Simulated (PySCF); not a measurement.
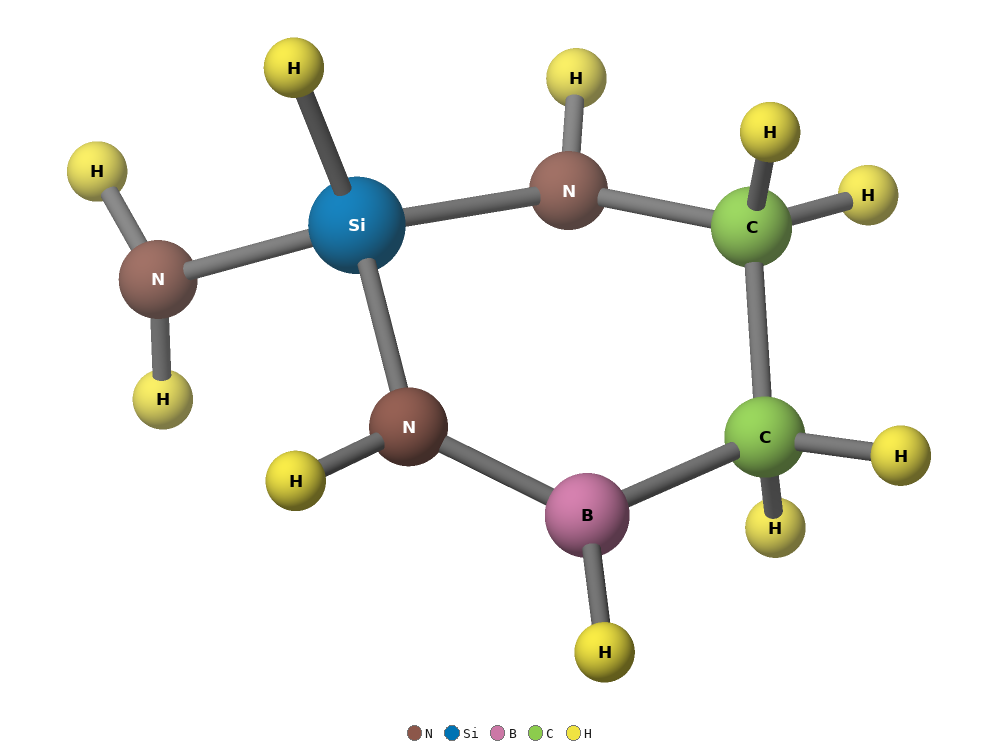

Computed geometry: GFN2-xTB optimisation. No frequency run is at hand to confirm it as a minimum. Method: B3LYP/def2-SVPD, gas phase (PySCF 2.14.0). Excitations: vertical, linear response.

Computed properties:

The species is C₂H₁₀BN₃Si (`N[Si@H]1NBCCN1`).
- dipole moment: 1.79 D
- HOMO energy (Kohn–Sham orbital): −6.50 eV
- LUMO energy (Kohn–Sham orbital): 0.00 eV
- HOMO–LUMO gap: 6.50 eV
- mean static polarisability: 83.5 bohr³
- lowest vertical singlet excitation: 5.57 eV
- its oscillator strength: 0.002
- brightest of the 8 lowest singlets: 7.06 eV
- its oscillator strength: 0.05

The geometry is semi-empirical. Around B, Si such bond lengths and angles can be off by a tenth of an ångström or more and by several degrees, and values that hang on the shape move with them.
